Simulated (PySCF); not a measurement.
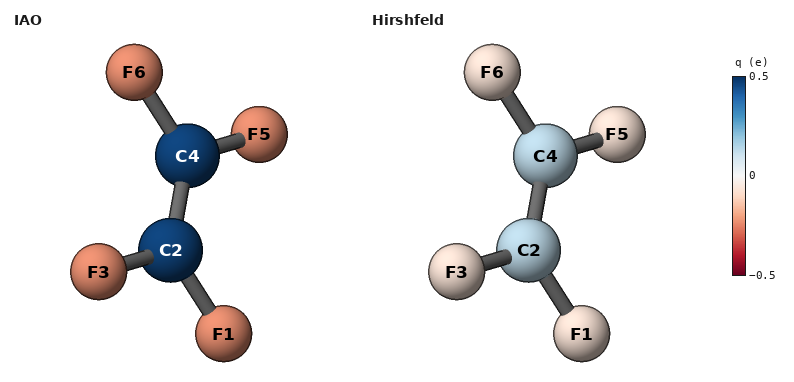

Atomic charges of one calculation by 2 schemes, on one colour scale. The geometry was computed by an optimisation with GFN2-xTB. No frequency run is at hand to confirm it as a minimum. Method: PBE0/pcSseg-1 (PySCF 2.14.0).

Question: Which scheme gives the most polar picture (largest mean size of the charges)?

Answer: The IAO charges are the largest in size here.

List the charges (e), one line for each set of equivalent atoms.

```tsv
atom	IAO	Hirshfeld
F1, F3, F5…	−0.23	−0.06
C2, C4	0.46	0.13
```
